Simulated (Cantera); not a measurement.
A closed system holds: 1 mol CH3SiH3, 0.025 mol HCl, 160 mol H2, at 0.350 bar.

Cantera equilibrium calculation (NASA polynomials, part measured and part estimated; ideal gas, pure solids and liquids). Candidate condensed phases: C, C6H6, C7H8, C8H18, Si, SiC; 109 gas species. The feed counts by its element totals alone. Mutual solubility and eutectic melting of coexisting phases are not modelled. The numbers say what is thermodynamically allowed, not how fast it happens.

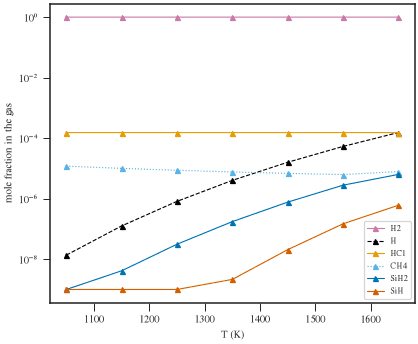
Fig. 1. Equilibrium gas composition (values under 1e-9 drawn at 1e-9)

From 1050 K to 1550 K the condensed part is Si(s) + SiC(s). At 1650 K the condensed part is SiC(s). The main Si-bearing gas is SiH3Cl at 1050 K and SiH2 at 1650 K.
